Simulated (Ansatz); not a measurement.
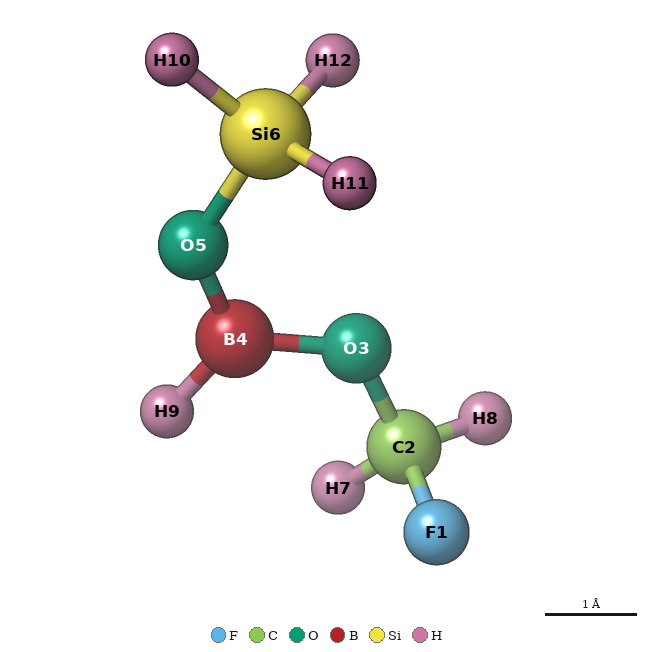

Orthographic view. Distant atoms are faded towards the background colour. The geometry was computed by an optimisation with PBE0-D4/def2-TZVP. No frequency run is at hand to confirm it as a minimum.

Give the geometry as a Z-matrix, atoms in numerical order, with these reference atoms: 2 to 1; 3 to 2, 1; 4 to 3, 2, 1; 5 to 4, 3, 2; 6 to 5, 4, 3; 7 to 2, 1, 3; 8 to 2, 7, 1; 9 to 4, 5, 6; 10 to 6, 5, 4; 11 to 6, 10, 5; 12 to 6, 10, 11.

```
F  
C    1   1.368
O    2   1.381   1   109.4
B    3   1.370   2   120.8   1   -93.0
O    4   1.346   3   118.7   2   175.8
Si   5   1.660   4   130.9   3    -2.1
H    2   1.095   1   107.6   3  -121.3
H    2   1.092   7   111.8   1   118.3
H    4   1.198   5   120.8   6   178.9
H    6   1.481   5   106.3   4  -178.6
H    6   1.483  10   110.1   5  -119.5
H    6   1.484  10   109.9  11  -121.3
```
